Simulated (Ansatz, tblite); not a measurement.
# The cluster Si₄H₇−: one state, many levels

How do method and basis change the picture of the cluster Si₄H₇− (singlet)?

Program: Ansatz 0.2.0, Gaussian basis. Level of theory: as each input shows. These are calculated values, not measurements.

The runs, in order: GFN2-xTB, PBE-D4/def2-TZVPD, r2SCAN-D4/def2-TZVPD, PBE-QIDH/def2-TZVPD, ωB97M-V/def2-TZVPD, BLYP-D4/def2-TZVPD, revPBE-D4/def2-TZVPD, B2PLYP/def2-TZVPD, LC-ωPBE/def2-TZVPD, CAM-B3LYP-D4/def2-TZVPD, PBE-D4/def2-SVPD, PBE0-D4/def2-SVPD, HF/STO-3G, HF/6-31G, B3LYP-D4/6-31G, CCSD(T)/def2-TZVPD, RPA/def2-TZVPD.

## (1) The geometry

The geometry is that of the singlet, from an earlier relaxation (B3LYP-D4/def2-SVPD). At that level it is the lowest of the isomers that a small search found.

11 atoms, charge -1, spin multiplicity 1.

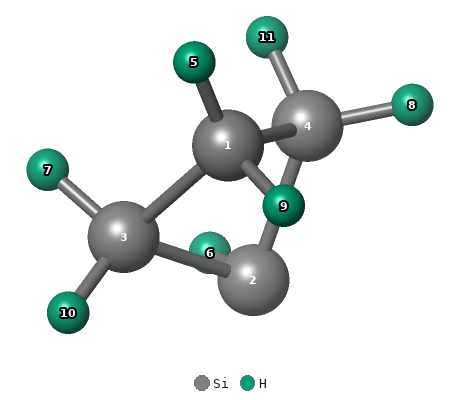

The structure; silicon grey, hydrogen teal; atoms are numbered from 1 in the order of the file.

The ion is computed in the gas phase, without counter-ions or solvent.

PBE0-D4/def2-TZVPD was run before; its log isn't repeated, and its numbers join the tables.

## (2) GFN2-xTB

Tight binding, by tblite at 300 K electronic temperature and without a spin-polarisation term:

```python
tblite.interface.Calculator('GFN2-xTB', numbers, positions, charge=-1, uhf=0).singlepoint()
```

Energy -287.2117 eV, HOMO -3.41 eV, LUMO -0.66 eV; 0.007 s.

## (3) PBE-D4/def2-TZVPD

start.molden holds the orbitals of an earlier run on this state, given as this run's starting guess.

File in.yaml:

```yaml
crystal:
  periodic: [false, false, false]
  atoms:
    - {symbol: Si, position_ang: [1.282246, 0.271069, 0.703059]}
    - {symbol: Si, position_ang: [-1.981208, -0.488479, 0.287527]}
    - {symbol: Si, position_ang: [-0.612135, 1.466603, -0.063889]}
    - {symbol: Si, position_ang: [0.115926, -1.571066, -0.221701]}
    - {symbol: H, position_ang: [2.682563, 0.629236, 0.274915]}
    - {symbol: H, position_ang: [-2.637774, -0.576154, -1.095349]}
    - {symbol: H, position_ang: [-0.278561, 1.928327, -1.464513]}
    - {symbol: H, position_ang: [0.432539, -2.926171, 0.367244]}
    - {symbol: H, position_ang: [1.335280, 0.206823, 2.204623]}
    - {symbol: H, position_ang: [-0.928546, 2.754336, 0.660491]}
    - {symbol: H, position_ang: [0.589670, -1.694515, -1.652399]}
basis:
  gaussian: {orbitals: def2-TZVPD, initial_orbitals: start.molden}
total_charge: -1
hamiltonian: {xc: pbe, dispersion: d4}
scf: {omitted_lower_state_checks: [starts]}
output: {orbitals: {seedname: orbitals}}
```

Launch:

```console
ansatz run in.yaml --threads 4 --pin off --events-out ev --progress --plain --max-ram 3916MiB
```

The log of the run:

```text
Functional definition: PBE
  name "PBE"
  cite "Perdew, Burke & Ernzerhof, Phys. Rev. Lett. 77, 3865 (1996) doi:10.1103/PhysRevLett.77.3865"
  parent pbe
  parameter kappa = 0.804
  parameter beta = 0.06672455060314922
  exchange = pbe_x(kappa = kappa, mu = beta*pi^2/3)
  correlation = pbe_c(beta = beta)
these checks for a lower state are left out or cut short: starts
1457 factors; their error is unknown
mean field evaluation 1: about -31609.6653 eV, gradient 1.2e1 eV
mean field evaluation 2: about -31609.7880 eV, gradient 1.7e-1 eV
mean field evaluation 4: about -31609.7657 eV, gradient 3.7e-4 eV
mean field -31609.76565096 eV, -1161.6374618041 hartree, gradient 1.8e-5 eV, S^2 0.000000; 0 other end points of the search recorded, 0 dependent functions left out
reference -31609.76571957 eV, -1161.6374643254 hartree; 32, 32 occupied and 203, 203 virtual orbitals, 1457 factors
Total energy: -31610.18973796 eV, -1161.6530467140 hartree
Checks for a lower state left out: starts
```

Run time: 2.5 s. Hardware: 4 threads of Arm Neoverse V2, shared host.

Report: HOMO -0.37 eV, LUMO 2.56 eV.

## (4) r2SCAN-D4/def2-TZVPD

Changes to in.yaml since step 3:

```diff
@@ -17,3 +17,3 @@
 total_charge: -1
-hamiltonian: {xc: pbe, dispersion: d4}
+hamiltonian: {xc: r2scan, dispersion: d4}
 scf: {omitted_lower_state_checks: [starts]}
```

Same command.

The log of the run:

```text
Functional definition: r2SCAN
  name "r2SCAN"
  cite "Furness, Kaplan, Ning, Perdew & Sun, J. Phys. Chem. Lett. 11, 8208 (2020) doi:10.1021/acs.jpclett.0c02405"
  cite "Furness, Kaplan, Ning, Perdew & Sun, J. Phys. Chem. Lett. 11, 9248 (2020) doi:10.1021/acs.jpclett.0c03077"
  parent r2scan
  parameter k0 = 0.174
  parameter k1 = 0.065
  parameter a1 = 4.9479
  exchange = r2scan_x(k0 = k0, k1 = k1, a1 = a1)
  correlation = r2scan_c
these checks for a lower state are left out or cut short: starts
1457 factors; their error is unknown
mean field evaluation 1: about -31623.2078 eV, gradient 8.5e0 eV
mean field evaluation 2: about -31623.2551 eV, gradient 7.7e-2 eV
mean field evaluation 4: about -31623.2297 eV, gradient 1.4e-4 eV
mean field -31623.22970671 eV, -1162.1322567266 hartree, gradient 2.1e-5 eV, S^2 0.000000; 0 other end points of the search recorded, 0 dependent functions left out
reference -31623.22972910 eV, -1162.1322575493 hartree; 32, 32 occupied and 203, 203 virtual orbitals, 1457 factors
Total energy: -31623.33038034 eV, -1162.1359564142 hartree
Checks for a lower state left out: starts
```

Run time: 5.5 s. Hardware: 4 threads of Arm Neoverse V2, shared host.

From the report: HOMO -0.48 eV, LUMO 2.80 eV.

## (5) PBE-QIDH/def2-TZVPD

Changes to in.yaml since step 4:

```diff
@@ -17,4 +17,4 @@
 total_charge: -1
-hamiltonian: {xc: r2scan, dispersion: d4}
+hamiltonian: {xc: {name: PBE-QIDH}}
 scf: {omitted_lower_state_checks: [starts]}
-output: {orbitals: {seedname: orbitals}}
+output: {forces: true}
```

Launched as before.

The log of the run:

```text
Functional definition: PBE-QIDH
  name "PBE-QIDH"
  cite "Brémond, Sancho-García, Pérez-Jiménez & Adamo, J. Chem. Phys. 141, 031101 (2014) doi:10.1063/1.4890314"
  cite "Perdew, Burke & Ernzerhof, Phys. Rev. Lett. 77, 3865 (1996) doi:10.1103/PhysRevLett.77.3865"
  parameter a = 3^(-1/3)
  parameter c = 1/3
  exchange = (1 - a)*pbe_x + a*exact_x
  correlation = (1 - c)*pbe_c + c*(mp2_os + mp2_ss)
these checks for a lower state are left out or cut short: starts
1586 factors; integrals over basis functions are off by at most 1.1e-3 eV
mean field evaluation 1: about -31597.4484 eV, gradient 2.1e1 eV
mean field evaluation 2: about -31597.7778 eV, gradient 4.9e-1 eV
mean field evaluation 4: about -31597.9700 eV, gradient 6.1e-3 eV
mean field evaluation 8: about -31597.9701 eV, gradient 1.5e-6 eV
mean field -31597.97006524 eV, -1161.2039820243 hartree, gradient 2.4e-6 eV, S^2 0.000000; 0 other end points of the search recorded, 0 dependent functions left out
20 core orbitals not correlated: weight in the atoms' cores, before any rotation towards them, 1.000 or more for the frozen orbitals, at most 0.000 for the correlated occupied ones
reference -31597.97008622 eV, -1161.2039827952 hartree; 12, 12 occupied and 203, 203 virtual orbitals, 1586 factors
second order -15.61195353 eV of doubles, -0.00000000 eV of singles
the calculation of the forces begins
Total energy: -31603.17407073 eV, -1161.3952256985 hartree
Atom 0 at     1.282246     0.271069     0.703059 Å, force    -0.102910    -0.026914     0.007747 eV/Å
Atom 1 at    -1.981208    -0.488479     0.287527 Å, force     0.345147     0.083804    -0.280288 eV/Å
Atom 2 at    -0.612135     1.466603    -0.063889 Å, force     0.056224    -0.152465    -0.000348 eV/Å
Atom 3 at     0.115926    -1.571066    -0.221701 Å, force    -0.026993     0.167393     0.026977 eV/Å
Atom 4 at     2.682563     0.629236     0.274915 Å, force    -0.190081    -0.048347     0.059982 eV/Å
Atom 5 at    -2.637774    -0.576154    -1.095349 Å, force     0.084536     0.013427     0.199463 eV/Å
Atom 6 at    -0.278561     1.928327    -1.464513 Å, force    -0.053758    -0.070401     0.184252 eV/Å
Atom 7 at     0.432539    -2.926171     0.367244 Å, force    -0.054208     0.192288    -0.085496 eV/Å
Atom 8 at     1.335280     0.206823     2.204623 Å, force    -0.016907     0.004324    -0.199999 eV/Å
Atom 9 at    -0.928546     2.754336     0.660491 Å, force     0.036011    -0.185639    -0.103670 eV/Å
Atom 10 at     0.589670    -1.694515    -1.652399 Å, force    -0.077064     0.022531     0.191380 eV/Å
Dipole moment:     0.526799     0.130000    -0.067164 e Å
Checks for a lower state left out: starts
```

It took 17 s on 4 threads of Arm Neoverse V2, shared host; peak memory 0.83 GiB.

## (6) ωB97M-V/def2-TZVPD

Changes to in.yaml since step 5:

```diff
@@ -17,4 +17,4 @@
 total_charge: -1
-hamiltonian: {xc: {name: PBE-QIDH}}
+hamiltonian: {xc: {name: wB97M-V}}
 scf: {omitted_lower_state_checks: [starts]}
-output: {forces: true}
+output: {orbitals: {seedname: orbitals}}
```

Same command.

The log of the run:

```text
Functional definition: wB97M-V
  name "wB97M-V"
  cite "Mardirossian & Head-Gordon, J. Chem. Phys. 144, 214110 (2016) doi:10.1063/1.4952647"
  cite "Becke, J. Chem. Phys. 107, 8554 (1997) doi:10.1063/1.475007"
  cite "Vydrov & Van Voorhis, J. Chem. Phys. 133, 244103 (2010) doi:10.1063/1.3521275"
  # Of w^i u^j: cxij and so on, Table III.
  parameter omega = 0.3/bohr
  parameter cx = 0.15
  parameter cx01 = 1.007
  parameter cx10 = 0.259
  parameter css00 = 0.443
  parameter css04 = -1.437
  parameter css10 = -4.535
  parameter css20 = -3.390
  parameter css43 = 4.278
  parameter cos00 = 1.000
  parameter cos10 = 1.358
  parameter cos20 = 2.924
  parameter cos21 = -8.812
  parameter cos60 = -1.390
  parameter cos61 = 9.142
  parameter b = 6.0
  parameter c = 0.01
  gx(w, u) = 1 - cx + cx01*u + cx10*w
  gss(w, u) = css00 + css04*u^4 + css10*w + css20*w^2 + css43*w^4*u^3
  gos(w, u) = cos00 + cos10*w + (cos20 + cos21*u)*w^2 + (cos60 + cos61*u)*w^6
  exchange = spin_sum(e_x_unif_sr(omega)*gx(b97_w, b97_u_x)) + cx*exact_x_sr(omega) + exact_x_lr(omega)
  correlation = spin_sum(e_c_pw_mod_same_spin*gss(b97_w, b97_u_same))
      + integral(e_c_pw_mod_opposite_spin*gos(b97_w_opposite, b97_u_opposite)) + vv10(b, c)
these checks for a lower state are left out or cut short: starts
1493 factors; their error is unknown
532 factors; integrals over basis functions are off by at most 8.7e-6 eV
mean field evaluation 1: about -31623.0167 eV, gradient 1.3e1 eV
mean field evaluation 2: about -31623.1678 eV, gradient 1.9e-1 eV
mean field evaluation 4: about -31623.1791 eV, gradient 4.4e-4 eV
mean field -31623.17905777 eV, -1162.1303954125 hartree, gradient 1.4e-5 eV, S^2 0.000000; 0 other end points of the search recorded, 0 dependent functions left out
reference -31623.17914131 eV, -1162.1303984826 hartree; 32, 32 occupied and 203, 203 virtual orbitals, 1493 factors
Total energy: -31623.17914131 eV, -1162.1303984826 hartree
Checks for a lower state left out: starts
```

Wall time 14 s (4 threads of Arm Neoverse V2, shared host); peak memory 0.95 GiB.

From the report: HOMO -3.07 eV, LUMO 4.02 eV.

## (7) BLYP-D4/def2-TZVPD

Changes to in.yaml since step 6:

```diff
@@ -17,3 +17,3 @@
 total_charge: -1
-hamiltonian: {xc: {name: wB97M-V}}
+hamiltonian: {xc: {name: BLYP}, dispersion: d4}
 scf: {omitted_lower_state_checks: [starts]}
```

Launched as before.

The log of the run:

```text
Functional definition: BLYP
  name "BLYP"
  cite "Becke, Phys. Rev. A 38, 3098 (1988) doi:10.1103/PhysRevA.38.3098"
  cite "Lee, Yang & Parr, Phys. Rev. B 37, 785 (1988) doi:10.1103/PhysRevB.37.785"
  parameter beta = 0.0042
  parameter a = 0.04918
  parameter b = 0.132
  parameter c = 0.2533
  parameter d = 0.349
  exchange = b88_x(beta = beta)
  correlation = lyp_c(a = a, b = b, c = c, d = d)
these checks for a lower state are left out or cut short: starts
1457 factors; their error is unknown
mean field evaluation 1: about -31624.9761 eV, gradient 1.6e1 eV
mean field evaluation 2: about -31625.2520 eV, gradient 3.0e-1 eV
mean field evaluation 4: about -31625.2287 eV, gradient 9.7e-4 eV
mean field -31625.22867950 eV, -1162.2057176216 hartree, gradient 1.8e-5 eV, S^2 0.000000; 0 other end points of the search recorded, 0 dependent functions left out
reference -31625.22915458 eV, -1162.2057350807 hartree; 32, 32 occupied and 203, 203 virtual orbitals, 1457 factors
Total energy: -31626.12090962 eV, -1162.2385064738 hartree
Checks for a lower state left out: starts
```

Wall time 3.4 s (4 threads of Arm Neoverse V2, shared host).

From the report: HOMO -0.19 eV, LUMO 2.70 eV.

## (8) revPBE-D4/def2-TZVPD

Changes to in.yaml since step 7:

```diff
@@ -17,3 +17,3 @@
 total_charge: -1
-hamiltonian: {xc: {name: BLYP}, dispersion: d4}
+hamiltonian: {xc: {name: revPBE}, dispersion: d4}
 scf: {omitted_lower_state_checks: [starts]}
```

The command is unchanged.

The log of the run:

```text
Functional definition: revPBE
  name "revPBE"
  cite "Zhang & Yang, Phys. Rev. Lett. 80, 890 (1998) doi:10.1103/PhysRevLett.80.890"
  cite "Perdew, Burke & Ernzerhof, Phys. Rev. Lett. 77, 3865 (1996) doi:10.1103/PhysRevLett.77.3865"
  parameter kappa = 1.245
  parameter beta = 0.06672455060314922
  exchange = pbe_x(kappa = kappa, mu = beta*pi^2/3)
  correlation = pbe_c(beta = beta)
these checks for a lower state are left out or cut short: starts
1457 factors; their error is unknown
mean field evaluation 1: about -31619.7030 eV, gradient 1.0e1 eV
mean field evaluation 2: about -31619.7918 eV, gradient 1.3e-1 eV
mean field evaluation 4: about -31619.7689 eV, gradient 2.5e-4 eV
mean field -31619.76892131 eV, -1162.0050752091 hartree, gradient 1.3e-5 eV, S^2 0.000000; 0 other end points of the search recorded, 0 dependent functions left out
reference -31619.76900633 eV, -1162.0050783335 hartree; 32, 32 occupied and 203, 203 virtual orbitals, 1457 factors
Total energy: -31620.80401603 eV, -1162.0431142383 hartree
Checks for a lower state left out: starts
```

Run time: 2.8 s. Hardware: 4 threads of Arm Neoverse V2, shared host.

HOMO -0.32 eV, LUMO 2.61 eV.

## (9) B2PLYP/def2-TZVPD

Changes to in.yaml since step 8:

```diff
@@ -17,4 +17,3 @@
 total_charge: -1
-hamiltonian: {xc: {name: revPBE}, dispersion: d4}
+hamiltonian: {xc: {name: B2PLYP}}
 scf: {omitted_lower_state_checks: [starts]}
-output: {orbitals: {seedname: orbitals}}
```

The command is unchanged.

The log of the run:

```text
Functional definition: B2PLYP
  name "B2PLYP"
  cite "Grimme, J. Chem. Phys. 124, 034108 (2006) doi:10.1063/1.2148954"
  cite "Becke, Phys. Rev. A 38, 3098 (1988) doi:10.1103/PhysRevA.38.3098"
  cite "Lee, Yang & Parr, Phys. Rev. B 37, 785 (1988) doi:10.1103/PhysRevB.37.785"
  parameter a = 0.53
  parameter c = 0.27
  exchange = (1 - a)*b88_x + a*exact_x
  correlation = (1 - c)*lyp_c + c*(mp2_os + mp2_ss)
these checks for a lower state are left out or cut short: starts
1586 factors; integrals over basis functions are off by at most 1.1e-3 eV
mean field evaluation 1: about -31607.4594 eV, gradient 1.2e1 eV
mean field evaluation 2: about -31607.6221 eV, gradient 2.5e-1 eV
mean field evaluation 4: about -31607.7652 eV, gradient 2.3e-3 eV
mean field evaluation 8: about -31607.7652 eV, gradient 1.8e-6 eV
mean field -31607.76519564 eV, -1161.5639464272 hartree, gradient 1.8e-6 eV, S^2 0.000000; 0 other end points of the search recorded, 0 dependent functions left out
20 core orbitals not correlated: weight in the atoms' cores, before any rotation towards them, 1.000 or more for the frozen orbitals, at most 0.000 for the correlated occupied ones
reference -31607.76542733 eV, -1161.5639549413 hartree; 12, 12 occupied and 203, 203 virtual orbitals, 1586 factors
second order -16.99523361 eV of doubles, -0.00000000 eV of singles
Total energy: -31612.35414040 eV, -1161.7325870365 hartree
Checks for a lower state left out: starts
```

It took 7 s on 4 threads of Arm Neoverse V2, shared host; peak memory 0.71 GiB.

## (10) LC-ωPBE/def2-TZVPD

Changes to in.yaml since step 9:

```diff
@@ -17,3 +17,4 @@
 total_charge: -1
-hamiltonian: {xc: {name: B2PLYP}}
+hamiltonian: {xc: {name: LC-wPBE}}
 scf: {omitted_lower_state_checks: [starts]}
+output: {orbitals: {seedname: orbitals}}
```

The command is unchanged.

The log of the run:

```text
Functional definition: LC-wPBE
  name "LC-wPBE"
  cite "Vydrov & Scuseria, J. Chem. Phys. 125, 234109 (2006) doi:10.1063/1.2409292"
  cite "Heyd & Scuseria, J. Chem. Phys. 120, 7274 (2004) doi:10.1063/1.1668634"
  cite "Ernzerhof & Perdew, J. Chem. Phys. 109, 3313 (1998) doi:10.1063/1.476928"
  cite "Perdew, Burke & Ernzerhof, Phys. Rev. Lett. 77, 3865 (1996) doi:10.1103/PhysRevLett.77.3865"
  parent pbe
  parameter omega = 0.4/bohr
  exchange = pbe_x_sr(omega) + exact_x_lr(omega)
  correlation = pbe_c
these checks for a lower state are left out or cut short: starts
1457 factors; their error is unknown
723 factors; integrals over basis functions are off by at most 2.2e-5 eV
mean field evaluation 1: about -31615.8218 eV, gradient 1.1e1 eV
mean field evaluation 2: about -31616.0094 eV, gradient 2.6e-1 eV
mean field evaluation 4: about -31615.9870 eV, gradient 1.2e-3 eV
mean field -31615.98702956 eV, -1161.8660932507 hartree, gradient 7.9e-6 eV, S^2 0.000000; 0 other end points of the search recorded, 0 dependent functions left out
reference -31615.98702957 eV, -1161.8660932511 hartree; 32, 32 occupied and 203, 203 virtual orbitals, 1457 factors
Total energy: -31615.98702957 eV, -1161.8660932511 hartree
Checks for a lower state left out: starts
```

Run time: 3.6 s. Hardware: 4 threads of Arm Neoverse V2, shared host; peak memory 0.61 GiB.

From the report: HOMO -3.39 eV, LUMO 4.60 eV.

## (11) CAM-B3LYP-D4/def2-TZVPD

Changes to in.yaml since step 10:

```diff
@@ -17,3 +17,3 @@
 total_charge: -1
-hamiltonian: {xc: {name: LC-wPBE}}
+hamiltonian: {xc: {name: CAM-B3LYP}, dispersion: d4}
 scf: {omitted_lower_state_checks: [starts]}
```

Launched as before.

The log of the run:

```text
Functional definition: CAM-B3LYP
  name "CAM-B3LYP"
  cite "Yanai, Tew & Handy, Chem. Phys. Lett. 393, 51 (2004) doi:10.1016/j.cplett.2004.06.011"
  cite "Iikura, Tsuneda, Yanai & Hirao, J. Chem. Phys. 115, 3540 (2001) doi:10.1063/1.1383587"
  cite "Becke, Phys. Rev. A 38, 3098 (1988) doi:10.1103/PhysRevA.38.3098"
  cite "Lee, Yang & Parr, Phys. Rev. B 37, 785 (1988) doi:10.1103/PhysRevB.37.785"
  cite "Vosko, Wilk & Nusair, Can. J. Phys. 58, 1200 (1980) doi:10.1139/p80-159"
  parameter alpha = 0.19
  parameter beta = 0.46
  parameter omega = 0.33/bohr
  parameter ac = 0.81
  # Exact exchange under (alpha + beta erf(omega r))/r, Becke's under what is left of 1/r.
  exchange = (1 - alpha - beta)*b88_x + beta*b88_x_sr(omega) + alpha*exact_x + beta*exact_x_lr(omega)
  correlation = (1 - ac)*vwn5_c + ac*lyp_c
these checks for a lower state are left out or cut short: starts
1493 factors; their error is unknown
618 factors; integrals over basis functions are off by at most 1.3e-5 eV
mean field evaluation 1: about -31626.1478 eV, gradient 7.7e0 eV
mean field evaluation 2: about -31626.2708 eV, gradient 1.3e-1 eV
mean field evaluation 4: about -31626.2744 eV, gradient 3.0e-4 eV
mean field -31626.27435284 eV, -1162.2441454082 hartree, gradient 1.7e-5 eV, S^2 0.000000; 0 other end points of the search recorded, 0 dependent functions left out
reference -31626.27453149 eV, -1162.2441519733 hartree; 32, 32 occupied and 203, 203 virtual orbitals, 1493 factors
Total energy: -31626.65576826 eV, -1162.2581621662 hartree
Checks for a lower state left out: starts
```

Run time: 4.9 s. Hardware: 4 threads of Arm Neoverse V2, shared host; peak memory 0.87 GiB.

HOMO -2.24 eV, LUMO 3.83 eV.

## (12) PBE-D4/def2-SVPD

Changes to in.yaml since step 11:

```diff
@@ -15,5 +15,5 @@
 basis:
-  gaussian: {orbitals: def2-TZVPD, initial_orbitals: start.molden}
+  gaussian: {orbitals: def2-SVPD, initial_orbitals: start.molden}
 total_charge: -1
-hamiltonian: {xc: {name: CAM-B3LYP}, dispersion: d4}
+hamiltonian: {xc: pbe, dispersion: d4}
 scf: {omitted_lower_state_checks: [starts]}
```

Launched as before.

The log of the run:

```text
Functional definition: PBE
  name "PBE"
  cite "Perdew, Burke & Ernzerhof, Phys. Rev. Lett. 77, 3865 (1996) doi:10.1103/PhysRevLett.77.3865"
  parent pbe
  parameter kappa = 0.804
  parameter beta = 0.06672455060314922
  exchange = pbe_x(kappa = kappa, mu = beta*pi^2/3)
  correlation = pbe_c(beta = beta)
these checks for a lower state are left out or cut short: starts
1360 factors; their error is unknown
mean field evaluation 1: about -31598.7801 eV, gradient 7.3e0 eV
mean field evaluation 2: about -31598.9178 eV, gradient 1.4e-1 eV
mean field evaluation 4: about -31598.8894 eV, gradient 1.7e-4 eV
mean field -31598.88935148 eV, -1161.2377651703 hartree, gradient 1.7e-5 eV, S^2 0.000000; 0 other end points of the search recorded, 0 dependent functions left out
reference -31598.88940781 eV, -1161.2377672404 hartree; 32, 32 occupied and 120, 120 virtual orbitals, 1360 factors
Total energy: -31599.31342620 eV, -1161.2533496291 hartree
Checks for a lower state left out: starts
```

Run time: 1.6 s. Hardware: 4 threads of Arm Neoverse V2, shared host.

From the report: HOMO -0.28 eV, LUMO 2.76 eV.

## (13) PBE0-D4/def2-SVPD

Changes to in.yaml since step 12:

```diff
@@ -17,3 +17,3 @@
 total_charge: -1
-hamiltonian: {xc: pbe, dispersion: d4}
+hamiltonian: {xc: pbe0, dispersion: d4}
 scf: {omitted_lower_state_checks: [starts]}
```

Launched as before.

The log of the run:

```text
Functional definition: PBE0
  name "PBE0"
  cite "Adamo & Barone, J. Chem. Phys. 110, 6158 (1999) doi:10.1063/1.478522"
  cite "Perdew, Burke & Ernzerhof, Phys. Rev. Lett. 77, 3865 (1996) doi:10.1103/PhysRevLett.77.3865"
  parent pbe
  parameter a = 0.25
  parameter kappa = 0.804
  parameter beta = 0.06672455060314922
  exchange = (1 - a)*pbe_x(kappa = kappa, mu = beta*pi^2/3) + a*exact_x
  correlation = pbe_c(beta = beta)
these checks for a lower state are left out or cut short: starts
1428 factors; their error is unknown
mean field evaluation 1: about -31601.8299 eV, gradient 3.9e0 eV
mean field evaluation 2: about -31601.8854 eV, gradient 4.3e-2 eV
mean field evaluation 4: about -31602.1463 eV, gradient 5.3e-5 eV
mean field -31602.14632429 eV, -1161.3574567134 hartree, gradient 6.3e-5 eV, S^2 0.000000; 0 other end points of the search recorded, 0 dependent functions left out
reference -31602.14636469 eV, -1161.3574581983 hartree; 32, 32 occupied and 120, 120 virtual orbitals, 1428 factors
Total energy: -31602.51157398 eV, -1161.3708793919 hartree
Checks for a lower state left out: starts
```

Run time: 1.9 s. Hardware: 4 threads of Arm Neoverse V2, shared host.

HOMO -1.11 eV, LUMO 3.47 eV.

(Part 1 of 2 ends here.)
